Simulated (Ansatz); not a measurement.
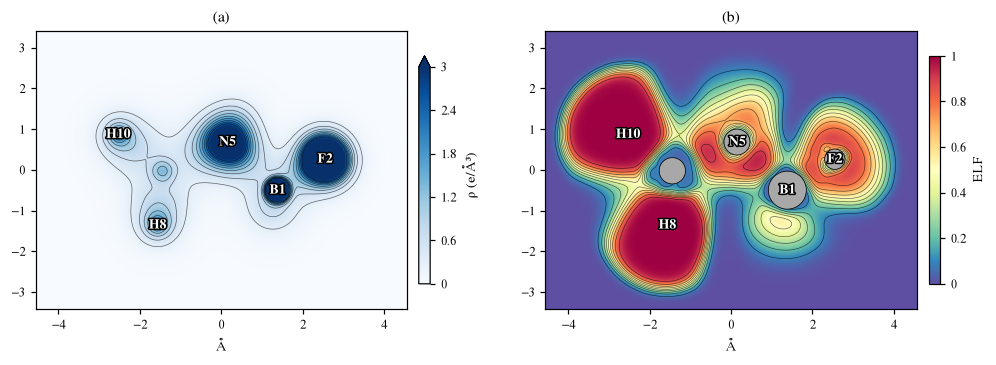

BFH7NSi. (a) total electron density; (b) electron localisation function on the plane of atoms F2, B1 and N5. Grey discs cover the atomic cores in the ELF map.

Level of theory: RKS B3LYP/6-31G* in Ansatz.

The calculation's input:

```
crystal:
  periodic: [false, false, false]
  atoms:
    - { symbol: B, position_ang: [0.060015, 0.336458, -0.348194] }
    - { symbol: F, position_ang: [-0.701038, 0.840611, 0.621852] }
    - { symbol: H, position_ang: [1.241478, 0.49354, -0.265697] }
    - { symbol: H, position_ang: [-0.49072, -0.117379, -1.306823] }
    - { symbol: "N", position_ang: [-0.134955, -1.865181, 1.278055] }
    - { symbol: H, position_ang: [-0.824364, -2.529767, 0.940074] }
    - { symbol: Si, position_ang: [1.21484, -2.493054, 2.199789] }
    - { symbol: H, position_ang: [1.720548, -3.689015, 1.47543] }
    - { symbol: H, position_ang: [2.263961, -1.443543, 2.265621] }
    - { symbol: H, position_ang: [0.901211, -2.898153, 3.604447] }
    - { symbol: H, position_ang: [-0.617676, -1.025417, 1.643046] }
basis:
  gaussian: { orbitals: "6-31G*" }
hamiltonian:
  xc: b3lyp
relax:
  f_tol: 0.03
  max_steps: 50
output:
  orbitals: {}
```

Command:

```sh
ansatz run input.yaml --threads 1 --pin off --max-ram 2048MiB --backend cpu --events-out ev --progress --plain --runs-dir out
```

The fields are those of the run's last geometry, not of the input's.

Q: Describe what can be read from this map.

A: The plane passes through B, F, N and H nuclei.
B–F (1.39 Å): ρ is about 1.8 e/Å³ halfway; the ELF peaks at about 0.85 between the atoms, as expected for a shared but strongly polarised pair.
B–N (1.71 Å): ρ at the midpoint is about 0.99 e/Å³; the ELF peaks at about 0.95 between the atoms (a shared but strongly polarised pair).
The ELF also peaks beside F2, away from the bonds: lone-pair regions.
